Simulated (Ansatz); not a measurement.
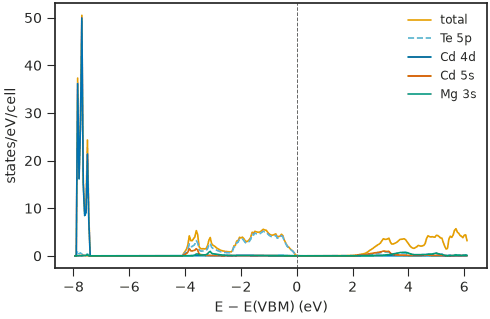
Figure: Total and projected density of states of MgCdTe$_{2}$ in space group P-4m2 (No. 115; Mg on 1c, Cd on 1a, Te on 2g), the program Ansatz at the PBEsol level (PAW)

Q: Which orbitals carry the states next to the gap?

A: Top 1 eV of the valence band: Te 5p 93 %. Bottom 1 eV of the conduction band: Cd 5s 41 %, Te 5p 24 %, Te 5s 13 %, Mg 3s 10 %, outside the projected shells 11 %. Projections are on Löwdin-orthogonalised atomic valence shells; empty p or d shells of many metals are not among them.

The workflow started from a Materials Project entry (that database holds measured and hypothetical structures alike); the Crystallography Open Database copy checked does not list it. With Mg and Cd taken as one species the cell has the higher symmetry F-43m, so it may be an ordered model of a mixed-site phase. Whether it is the stable phase at ambient conditions was not checked. Symmetry was held in the PBEsol relaxation; whether a distortion lowers the energy is not shown. Spin–orbit coupling is left out wherever it is not named.

Potentials: the later of the program's two PAW sets.
